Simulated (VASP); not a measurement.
# CsNaIBr: structure and properties in VASP, part 6 of 6

Wanted: the relaxed cell of CsNaIBr and its properties. The cell is invented: it takes the structure of a Materials Project entry for CsI (space group 225 there), with some of its atoms replaced by other elements, volume scaled by an estimate. It may not be a known or stable phase.

VASP 6.6.1, plane waves and PAW; the level of theory is named at each step.

Still holding for the runs below: With imaginary modes the cell is no minimum, so the ionic parts of its dielectric, piezoelectric and elastic tensors have no meaning.

So far, gap on the k-mesh (eV): step 2 (rough relaxation of the start cell) 3.20; step 3 (relaxing cell and atoms (rev-vdW-DF2)) 3.21; step 4 (density, ELF and potential (rev-vdW-DF2)) 3.21; step 6 (density of states (rev-vdW-DF2)) 3.20; step 8 (field gradients at the nuclei (rev-vdW-DF2)) 3.21.

**10. Elastic constants (rev-vdW-DF2) (continued)**

Level of this step: rev-vdW-DF2; plane waves and PAW (Cs_sv, I, Br, Na_pv); invented cell (VASP).

Transverse limit, no LO-TO splitting. Modes at Γ, with each element's share of the kinetic energy (negative means imaginary):

| mode | frequency (cm⁻¹) | symmetry | Cs % | I % | Br % | Na % |
| --- | --- | --- | --- | --- | --- | --- |
| 1 | -81.8 | A2u | 1 | 0 | 39 | 60 |
| 2 | -1.0 | acoustic | 35 | 36 | 21 | 7 |
| 3 | -1.0 | acoustic | 35 | 36 | 21 | 7 |
| 4 | -0.7 | acoustic | 36 | 35 | 23 | 7 |
| 5 | 15.6 | Eu | 27 | 61 | 13 | 0 |
| 6 | 15.6 | Eu | 27 | 61 | 13 | 0 |
| 7 | 54.7 | A2u | 18 | 11 | 38 | 34 |
| 8 | 57.6 | Eu | 3 | 3 | 1 | 93 |
| 9 | 57.6 | Eu | 3 | 3 | 1 | 93 |
| 10 | 101.5 | A2u | 46 | 54 | 0 | 0 |
| 11 | 112.4 | Eu | 35 | 0 | 65 | 0 |
| 12 | 112.4 | Eu | 35 | 0 | 65 | 0 |

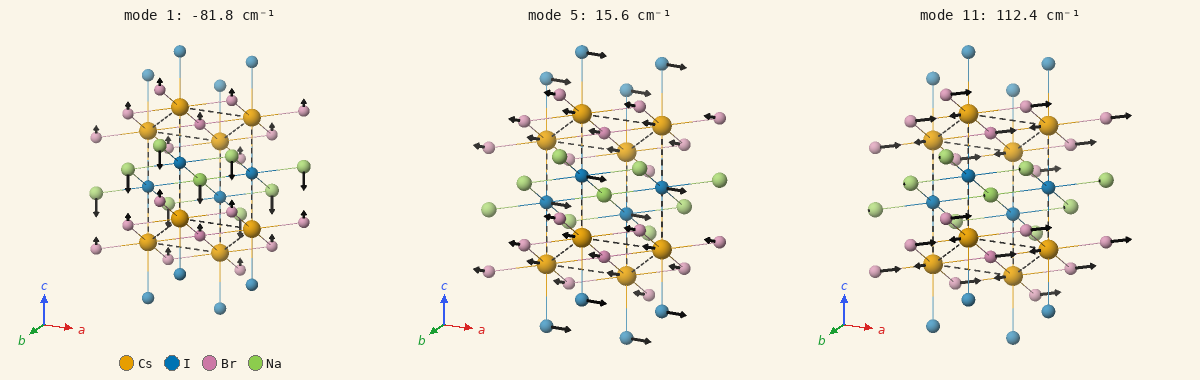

Displacement patterns of modes 1, 5 and 11 at Γ; arrows are exaggerated. Some periodic images of atoms are drawn too.

B/G is 2.18, which by Pugh's rule of thumb (1.75) points to a ductile solid. With the density of 3.50 g/cm³ the Hill moduli give sound speeds of 2.52 km/s (longitudinal) and 1.35 km/s (transverse), and from their mean a Debye temperature of 128 K.

**11. A single point (rev-vdW-DF2), changed input**

A single point gives energy, forces and stress at these settings. Some settings are moved from the usual, to see what they do.

Contents of INCAR:

```
SYSTEM = CsNaIBr
PREC = Accurate
ENCUT = 200
EDIFF = 1E-06
NELM = 100
ISMEAR = -1
SIGMA = 0.05
LREAL = .FALSE.
ALGO = Normal
GGA = MK
AGGAC = 0
LUSE_VDW = .TRUE.
PARAM1 = 0.1234
PARAM2 = 0.711357
ZAB_VDW = -1.8867
LASPH = .FALSE.
NBANDS = 21
LORBIT = 11
LWAVE = .FALSE.
LCHARG = .FALSE.
KPAR = 2
ISIF = 2
```

Contents of POSCAR:

```
CsNaIBr
1.0
    4.8599419625      0.0000000000      0.0000000000
    0.0000000000      4.8599419625      0.0000000000
    0.0000000000      0.0000000000      7.2899834266
Cs I Br Na
1 1 1 1
Direct
    0.0000000000      0.0000000000      0.0000000000
    0.0000000000      0.0000000000      0.5000000000
    0.5000000000      0.5000000000      0.0000000000
    0.5000000000      0.5000000000      0.5000000000
```

Contents of KPOINTS:

```
Automatic mesh
0
Gamma
5 5 3
0 0 0
```

PAW data sets: Cs_sv, I, Br and Na_pv (PBE family, release 64).

The run is started by

```sh
> mpirun -np 2 vasp_std
```

What it wrote:

```text
[... set-up lines as in an earlier step ...]
 entering main loop
       N       E                     dE             d eps       ncg     rms          rms(c)
DAV:   1     0.129767054320E+03    0.12977E+03   -0.81830E+03   600   0.595E+02
DAV:   2     0.713051940101E+01   -0.12264E+03   -0.11640E+03   662   0.169E+02
DAV:   3    -0.351353514005E+01   -0.10644E+02   -0.10609E+02   604   0.510E+01
DAV:   4    -0.368209359849E+01   -0.16856E+00   -0.16849E+00   625   0.763E+00
DAV:   5    -0.368505509587E+01   -0.29615E-02   -0.29613E-02   629   0.939E-01    0.285E+00
DAV:   6    -0.325021837802E+01    0.43484E+00   -0.67135E-01   599   0.396E+00    0.188E+00
DAV:   7    -0.316399380906E+01    0.86225E-01   -0.33307E-01   666   0.274E+00    0.105E+00
DAV:   8    -0.315299789767E+01    0.10996E-01   -0.34098E-02   664   0.101E+00    0.168E-01
DAV:   9    -0.315143780721E+01    0.15601E-02   -0.49088E-03   672   0.334E-01    0.172E-01
DAV:  10    -0.315044773669E+01    0.99007E-03   -0.11449E-03   659   0.204E-01    0.433E-02
DAV:  11    -0.315013063230E+01    0.31710E-03   -0.94802E-04   679   0.157E-01    0.237E-02
DAV:  12    -0.315015726397E+01   -0.26632E-04   -0.15316E-04   592   0.543E-02    0.178E-02
DAV:  13    -0.315015809299E+01   -0.82903E-06   -0.15614E-05   625   0.160E-02    0.112E-02
DAV:  14    -0.315015746160E+01    0.63140E-06   -0.22513E-06   483   0.712E-03
   1 F= -.31501575E+01 E0= -.31501575E+01  d E =-.530241E-10
```

It took 28 s on 2 MPI ranks of Intel Xeon Platinum 8259CL at 2.50GHz (Skylake/Cascade Lake), shared host; peak memory 0.6 GiB; 53 s of CPU time.

From OUTCAR (step 11):

```text
   ENCUT  =  200.0 eV  14.70 Ry    3.83 a.u.   5.60  5.60  8.41*2*pi/ulx,y,z

   NELECT =      30.0000    total number of electrons

 E-fermi :   0.3321

 k-point     1 :       0.0000    0.0000    0.0000
  band No.  band energies     occupation
    ...
     11      -1.1785      2.00000
     12      -1.1785      2.00000
     13      -0.8739      2.00000
     14      -0.8596      2.00000
     15      -0.8596      2.00000
     16       2.3425      0.00000
     17       4.2242      0.00000
     18       5.3046      0.00000
     19       5.9765      0.00000
     20       5.9765      0.00000
    ...

Total vdW correction in eV:      6.9567373

  Total       -5.6881247     -5.6881247     -5.6465119      0.0000000      0.0000000     -0.0000000
  in kB      -52.9286701    -52.9286701    -52.5414585      0.0000000      0.0000000     -0.0000000
  external PRESSURE =     -52.7995996 kB  Pullay stress =       0.0000000 kB

  FREE ENERGIE OF THE ION-ELECTRON SYSTEM (eV)
  ---------------------------------------------------
  free  energy   TOTEN  =        -3.1501574616 eV

  energy  without entropy=       -3.1501574615  energy(sigma->0) =       -3.15015746

Total vdW correction in eV:      6.9567648

[... 6 parts as in an earlier step ...]

[... 11 further parts left out ...]
```

The run converged; its settings lie outside those of the reference runs, so its numbers are set aside.

Against the sound run on this cell (field gradients at the nuclei (rev-vdW-DF2)) the energy at zero smearing moves by +80.1 meV an atom and the pressure by -5.30 GPa.

Settings moved from the usual: ENCUT = 200 and LASPH = False.

The cutoff falls from 400 to 200 eV, which shrinks the basis; the stress suffers most (Pulay stress), and PAW energies need not rise evenly as the basis shrinks.

**12. Summary of results**

* relaxed volume: 43.05 Å³/atom
* relaxed conventional cell a, b, c: 4.860, 4.860, 7.290 Å
* space group after relaxing, within 0.02 Å: P4/mmm (No. 123)
* band gap: 3.19 eV, indirect (least direct gap of that run 3.22 eV)
* gap among the points of the DOS mesh alone, an upper bound: 3.20 eV
* strongest peak of ε2, mean over directions: 7.93 eV
* ε1 at zero frequency, no local fields, mean: 3.22
* largest field gradient Vzz: -152.99 V/Å² on I2
* band gap (r2SCAN): 4.00 eV, indirect (least direct gap of that run 4.05 eV)
* bulk modulus (Hill): 13.8 GPa
* shear modulus (Hill): 6.34 GPa
* Debye temperature from the elastic constants: 128 K
* highest zone-centre mode: 112 cm⁻¹
* imaginary zone-centre modes: 1, down to 82i cm⁻¹

**Reading.** With rev-vdW-DF2, CsNaIBr relaxes to 43.05 Å³/atom in space group P4/mmm (held by the symmetry of the run) and has an indirect gap of 3.19 eV. Bands along the symmetry lines (rev-vdW-DF2): The path shows an indirect gap of 3.19 eV (valence top at M, conduction bottom at Γ). The least direct gap is 3.22 eV. Bands along the symmetry lines (r2SCAN): On this path the gap is indirect, 4.00 eV, with the valence top at M and the conduction bottom at Γ. The least direct gap is 4.05 eV. Elastic constants (rev-vdW-DF2): The highest mode in this list at Γ, 112.4 cm⁻¹, has its largest share on Br (65 % of the kinetic energy). 1 mode is imaginary, down to 81.8i cm⁻¹: the energy falls along it. The other levels ran on the cell relaxed with rev-vdW-DF2, and without spin-orbit coupling unless named. Spin-orbit coupling is left out, and with elements this heavy it would split and shift bands near the edges, and it can change the kind of a small gap. Imaginary modes at Γ mean that the cell would distort to a lower symmetry. No search among competing phases was made. All values are for a static lattice at zero temperature.

[Lines on the potential files, build, host, timing and source positions are cut from VASP's logs without a mark.]

[Logs are printed without paths, hosts, clocks, repeated set-up lines and the standing remarks that a program may print on its own settings, such as how far it seeks lower states.]

[Hosts, paths, dates, database ids (printed as entryN), source tags and the programs' standing remarks are cut or masked in the printed files.]

[A measured line is paired with the nearest computed mode of its activity, which favours agreement.]
